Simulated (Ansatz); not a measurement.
# C5H10O2 (SMILES CCC(C)C(=O)O): what the fields show

Input file:

```
crystal:
  periodic: [false, false, false]
  atoms:
    - {symbol: C, position_ang: [2.046065, -0.141996, 0.287742]}
    - {symbol: C, position_ang: [0.706746, -0.833526, 0.104546]}
    - {symbol: C, position_ang: [-0.348143, 0.044090, -0.567225]}
    - {symbol: C, position_ang: [-1.662418, -0.706005, -0.764090]}
    - {symbol: C, position_ang: [-0.589567, 1.313337, 0.209268]}
    - {symbol: O, position_ang: [-0.488896, 2.428924, -0.224531]}
    - {symbol: O, position_ang: [-0.956366, 1.072861, 1.483024]}
    - {symbol: H, position_ang: [2.450411, 0.198672, -0.669043]}
    - {symbol: H, position_ang: [2.777036, -0.815795, 0.739191]}
    - {symbol: H, position_ang: [1.959830, 0.732590, 0.938085]}
    - {symbol: H, position_ang: [0.831993, -1.729457, -0.512312]}
    - {symbol: H, position_ang: [0.322293, -1.172242, 1.071193]}
    - {symbol: H, position_ang: [0.027213, 0.376860, -1.538631]}
    - {symbol: H, position_ang: [-1.495648, -1.588193, -1.385984]}
    - {symbol: H, position_ang: [-2.409924, -0.081419, -1.257665]}
    - {symbol: H, position_ang: [-2.068789, -1.035705, 0.194059]}
    - {symbol: H, position_ang: [-1.101814, 1.937006, 1.892374]}
basis:
  gaussian: {orbitals: def2-TZVPP}
hamiltonian: {xc: pbe0, dispersion: d4}
output: {orbitals: {seedname: orbitals}}
```

Launched as:

```sh
ansatz run in.yaml --threads 2 --pin off --events-out ev --progress --plain --max-ram 20480MiB --backend cuda --devices 0, --max-vram 18GiB
```

Geometry: PBE0-D4/def2-TZVP.

Level of theory: RKS PBE0-D4/def2-TZVPP in Ansatz 0.2.0.

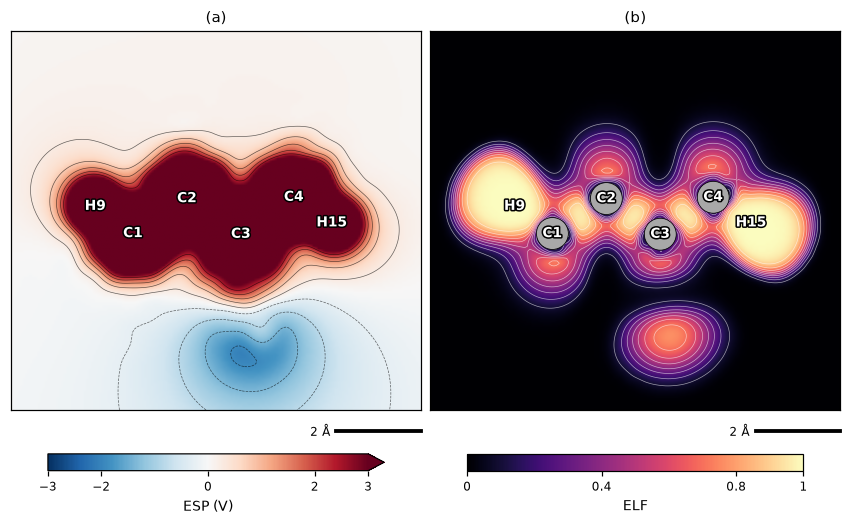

Figure 1. (a) molecular electrostatic potential; (b) electron localisation function on the plane of atoms C2, C1 and H9. Grey discs cover the atomic cores in the ELF map.

### Describe what can be read from this map.

The plane passes through C and H nuclei. C–C (1.52 Å): the ELF peaks at about 0.95 between the atoms (a covalent bond). C–H (1.09 Å): the ELF climbs to about 1 towards the hydrogen, as it does in any bond to H; an ordinary covalent bond to hydrogen. Outside the dense part of the molecule the potential is most negative (−2.0 V) near O6, which lies off the plane.

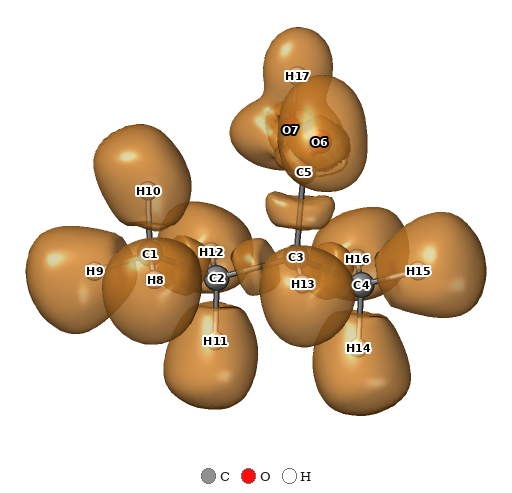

Figure 2. Isosurface of the ELF at 0.75 (orange), seen at a tilt. Core shells and regions of very low density are left out.

### What do the ELF domains correspond to?

The ELF exceeds this value in four regions between bonded C–C atoms (shared pairs), nine regions around hydrogen nuclei, one region on O in which the atom's valence shell and bonds are merged and one joined region spread over several atoms (H, O), in which their bonds and any lone pairs are merged.


C–O (1.20 Å): the ELF peaks at about 0.85 between the atoms: a short, multiple covalent bond. C–C (1.51 Å): the ELF peaks at about 0.95 between the atoms; a covalent bond.

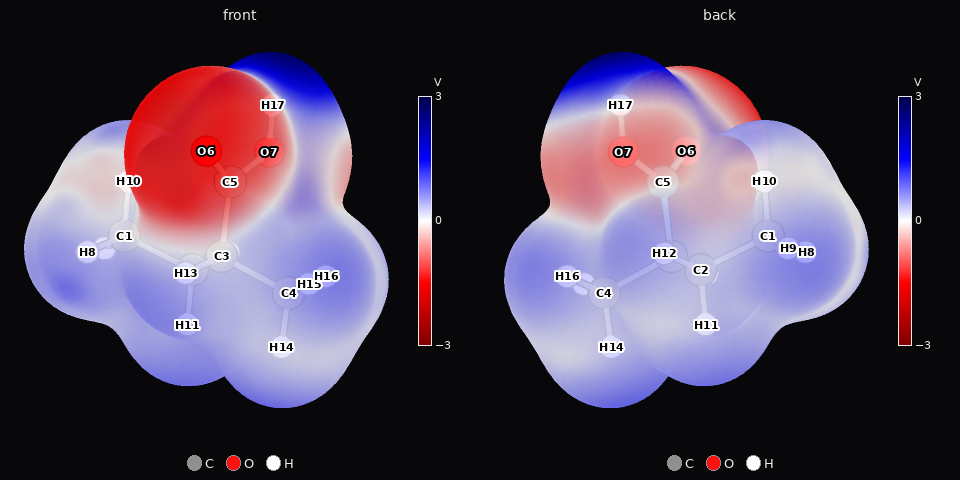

Figure 3. The molecular electrostatic potential painted on the density surface at 0.002 e/bohr³, seen from the front and from behind; red is negative and blue positive.

### Where is the surface potential most negative and most positive?

The most negative region (about −1.7 V) lies over O6, the most positive (about +2.6 V) over H17. O6 is the likeliest acceptor of a hydrogen bond.
